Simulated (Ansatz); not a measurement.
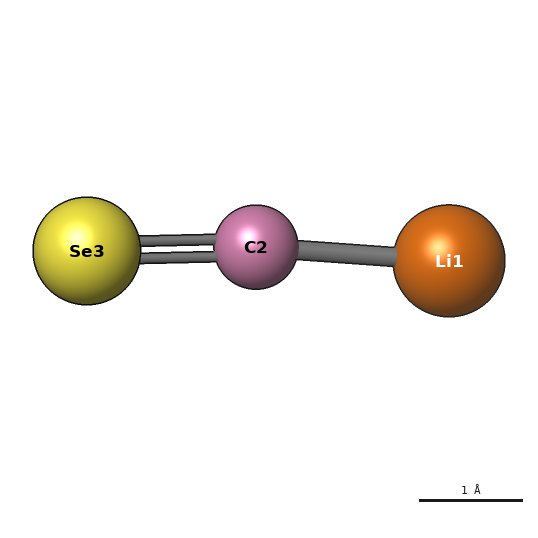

Figure made from data computed with Ansatz.

State: charge +1, singlet. Geometry: atoms displaced at random (about 0.09 Å) from a stationary point of PBE0-D4.

List the bonds and their lengths.

| bond | length (Å) |
| --- | --- |
| Li1–C2 | 1.929 |
| C2–Se3 | 1.691 |
